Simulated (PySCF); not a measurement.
**ON2: structure of the singlet**

The task is one start of a wider search on ON2: the singlet, from a linear start. It is relaxed, tested by its Hessian and followed downhill if it is a saddle.

Computed with PySCF 2.14.0. Level: PBE0, basis O def2-TZVP, N def2-TZVP, no relativity, density fitting.

## 1. The starting structure

3 atoms, charge 0, spin multiplicity 1.

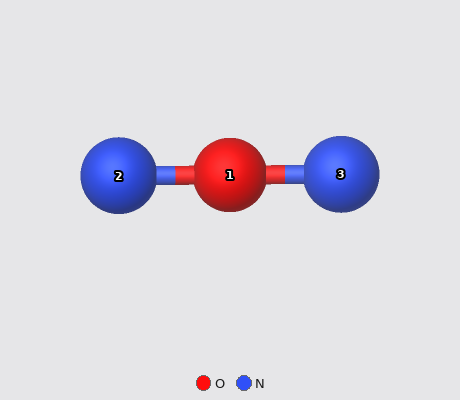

Start geometry, drawn with oxygen red, nitrogen blue; atoms are numbered from 1 in the order of the file.

Coordinates in bohr (charge 0 multiplicity 1):
```
O     0.0000    0.0000    0.0000
N     0.0000    0.0000    2.2110
N     0.0000    0.0000   -2.2110
```

## 2. Finding the electronic state

One driver script runs all steps and calls PySCF; scf.py shows how it sets up the SCF of each step. The optimiser is the driver's own. After this first run the driver tries any further starts and a stability analysis.

The input, scf.py:

```python
from pyscf import gto, scf, dft
mol = gto.M(atom='''
O      0.000000     0.000000     0.000000
N      0.000000     0.000000     1.170000
N      0.000000     0.000000    -1.170000''',
    basis={'O': 'def2-TZVP', 'N': 'def2-TZVP'},
    charge=0, spin=0)
mf = dft.RKS(mol, xc='PBE0')
mf.grids.atom_grid = (50, 194)
aux = {'O': 'def2-universal-JKFIT', 'N': 'def2-universal-JKFIT'}
mf = mf.density_fit(auxbasis=aux)
mf.conv_tol = 1e-08
mf.diis_space = 10
mf.max_cycle = 60
mf.init_guess = 'minao'
mf.verbose = 4
mf.kernel()
```

Command:

```sh
OMP_NUM_THREADS=2 python axn.py task.json out
```

The program printed:

```text
init E= -185.085175561924
  HOMO = -0.248039979829276  LUMO = -0.0650835804776177  gap/eV = 4.97850
cycle= 1 E= -184.321227698377  delta_E= 0.764  |g|= 0.419  |ddm|= 1.68
  HOMO = -0.335340818712339  LUMO = -0.122253254965275  gap/eV = 5.79841
cycle= 2 E= -184.276952374536  delta_E= 0.0443  |g|= 0.694  |ddm|= 0.511
  HOMO = -0.321240509384667  LUMO = -0.0862462004644055  gap/eV = 6.39452
cycle= 3 E= -184.353114281357  delta_E= -0.0762  |g|= 0.0605  |ddm|= 0.276
  HOMO = -0.306642602502927  LUMO = -0.0742960649140865  gap/eV = 6.32247
cycle= 4 E= -184.353713115668  delta_E= -0.000599  |g|= 0.0119  |ddm|= 0.0444
  HOMO = -0.309122522826783  LUMO = -0.0763476810802251  gap/eV = 6.33413
cycle= 5 E= -184.353739224922  delta_E= -2.61e-05  |g|= 0.00192  |ddm|= 0.00912
  HOMO = -0.308989397769046  LUMO = -0.076200516004577  gap/eV = 6.33451
cycle= 6 E= -184.353739876802  delta_E= -6.52e-07  |g|= 0.000209  |ddm|= 0.00205
  HOMO = -0.309005953057166  LUMO = -0.0762230126649062  gap/eV = 6.33435
cycle= 7 E= -184.353739884473  delta_E= -7.67e-09  |g|= 1.01e-05  |ddm|= 0.000121
  HOMO = -0.309005187184165  LUMO = -0.0762212249009668  gap/eV = 6.33437
Extra cycle  E= -184.353739884443  delta_E= 2.91e-11  |g|= 1.73e-05  |ddm|= 1.11e-05
converged SCF energy = -184.353739884443
```

This step, with its further starts and checks, ran for 2.3 s (2 threads of Arm Neoverse V2, shared host).

The test of internal stability found no lower closed-shell solution.

## 3. Relaxation: linear start, singlet

The program finds D∞h symmetry in the start, which this walk keeps. Threshold on the gradient: 0.0003 Eh/bohr, with a further test on the energy change.

scf.py: that of step 2 with these lines changed.

```diff
@@ -15 +14,0 @@
-mf.init_guess = 'minao'
```

Steps of the walk:

| step | energy (Eh) | change (kJ/mol) | largest symmetric gradient (Eh/bohr) |
| --- | --- | --- | --- |
| 0 | -184.353740 | 0.00 | 0.00186 |
| 1 | -184.353743 | -0.01 | 0.00104 |
| 2 | -184.353744 | -0.01 | 0.00000 |

The walk took 1.6 s.

Geometry (Å) and forces (eV/Å) at some steps:

```
step 0
O    0.000   0.000   0.000   0.000   0.000   0.000
N    0.000   0.000   1.170   0.000   0.000  -0.096
N    0.000   0.000  -1.170   0.000   0.000   0.096
step 1
O    0.000   0.000   0.000   0.000   0.000   0.000
N    0.000   0.000   1.168   0.000   0.000   0.053
N    0.000   0.000  -1.168   0.000   0.000  -0.053
step 2
O    0.000   0.000   0.000   0.000   0.000   0.000
N    0.000   0.000   1.169   0.000   0.000   0.000
N    0.000   0.000  -1.169   0.000   0.000   0.000
```

After 2 steps and 0.0 kJ/mol it ends at D∞h: O–N 1.169 Å (×2); N–O–N 180.0°.

## 4. Frequencies

On the finer grid the gradient is checked again; gradients at displacements of ±0.02 bohr then give force constants and infrared intensities.

scf.py: that of step 3 with these lines changed.

```diff
@@ -4,2 +4,2 @@
-N      0.000000     0.000000     1.170000
-N      0.000000     0.000000    -1.170000''',
+N     -0.000000    -0.000000     1.168880
+N      0.000000     0.000000    -1.168880''',
@@ -9 +9 @@
-mf.grids.atom_grid = (50, 194)
+mf.grids.atom_grid = (75, 302)
@@ -12 +12 @@
-mf.conv_tol = 1e-08
+mf.conv_tol = 1e-10
```

The driver hands on the density of the step before, so the log starts near convergence.

SCF at the final geometry:

```text
init E= -184.353742458139
  HOMO = -0.309037253896693  LUMO = -0.0757075217152115  gap/eV = 6.34923
cycle= 1 E= -184.353742458017  delta_E= 1.23e-10  |g|= 2.47e-05  |ddm|= 1.42e-05
  HOMO = -0.309037400952844  LUMO = -0.0757073552181214  gap/eV = 6.34923
cycle= 2 E= -184.353742454855  delta_E= 3.16e-09  |g|= 0.000125  |ddm|= 7.17e-05
  HOMO = -0.309037371671398  LUMO = -0.0757074232042605  gap/eV = 6.34923
cycle= 3 E= -184.353742458144  delta_E= -3.29e-09  |g|= 3.09e-06  |ddm|= 6.01e-05
  HOMO = -0.309037335675988  LUMO = -0.0757074941158382  gap/eV = 6.34923
cycle= 4 E= -184.353742458146  delta_E= -1.48e-12  |g|= 4.22e-08  |ddm|= 1.15e-06
  HOMO = -0.309037318456893  LUMO = -0.075707477440603  gap/eV = 6.34923
Extra cycle  E= -184.353742458145  delta_E= 2.27e-13  |g|= 2.83e-08  |ddm|= 5.51e-08
converged SCF energy = -184.353742458145
```

The whole step took 6.4 s.

Geometry: D∞h; O–N 1.169 Å (×2); N–O–N 180.0°.

Modes, for the most abundant isotopes:

| symmetry | ω (cm⁻¹) | IR (km/mol) |
| --- | --- | --- |
| πu | 590 | 3.3 |
| σg+ | 1287 | 0.0 |
| σu+ | 1936 | 372 |

No imaginary mode, so this is a minimum.

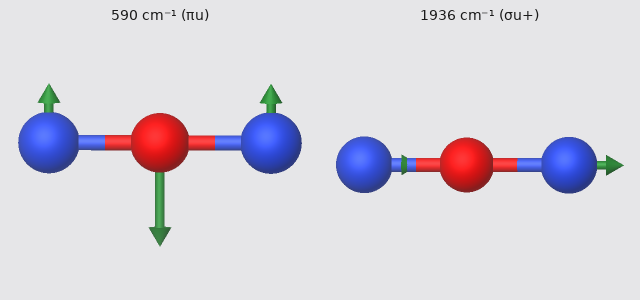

How the atoms move in 2 of the modes.

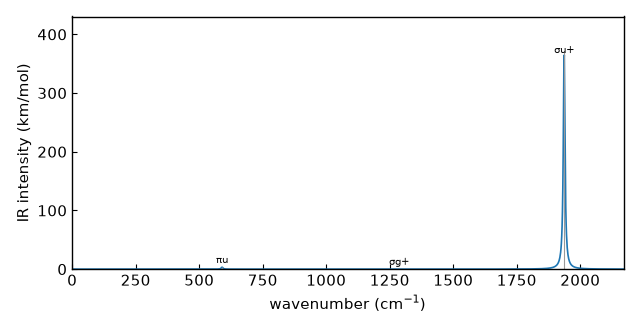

The harmonic infrared spectrum (widths in cm⁻¹). Lines are broadened to a width of 8 cm⁻¹ (Lorentzian).

Properties at this point:

| Quantity | Value |
| --- | --- |
| Dipole moment | 0.00 D |
| Highest occupied level | -8.41 eV |
| Lowest empty level | -2.06 eV |
| Rotational constants | 0.4406 cm⁻¹ |
| Zero-point energy | 26.3 kJ/mol |
| Principal polarisabilities | 11.1, 11.1, 41.4 bohr³ |
| Atomisation energy without zero-point energy | 650 kJ/mol |
| Principal traceless quadrupole moments about the centre of mass | -4.05, 2.02, 2.02 D Å |
| Entropy at 298.15 K and 1 bar | 213.8 J/(mol K) |
| Heat capacity Cp at 298.15 K | 38.6 J/(mol K) |
| Enthalpy at 298.15 K above 0 K | 9.58 kJ/mol |
| Rotational symmetry number | 2 |

Populations by atom (charges in e):

```
atom  Mulliken  Löwdin  polar tensor  Mayer order to O1
  O1      0.31    0.37          0.75                  –
N2,3     -0.16   -0.19         -0.37               1.45
```

Outer orbital energies (eV). occupied: -38.44, -30.35, -18.11, -18.11, -15.75, -13.85, -8.41, -8.41; empty: -2.06, -2.06, 3.60, 4.36.

Mulliken populations on O1: s 3.53, p 4.02, d 0.14, f 0.01.

## 5. Outcome

```
                                 quantity                             value
                                  minimum                      singlet, D∞h
                                 geometry    O–N 1.169 Å (×2); N–O–N 180.0°
                       wavenumbers (cm⁻¹)  590 (πu), 1287 (σg+), 1936 (σu+)
                            dipole moment                            0.00 D
     highest occupied, lowest empty level                   -8.41, -2.06 eV
                polar-tensor charge of O1                           +0.75 e
                        zero-point energy                       26.3 kJ/mol
                      entropy at 298.15 K                   213.8 J/(mol K)
atomisation energy (no zero-point energy)                        650 kJ/mol
```

In words: The molecule stays D∞h, as typed, and the end point is a minimum. In the infrared the band at 1936 cm⁻¹ (σu+, stretch) leads. The dipole vanishes although O1 carries +0.7 e by the polar tensor: the bond dipoles cancel. Only this shape and spin were tried, so other structures or states may lie lower.

The search up to here took 10 s.
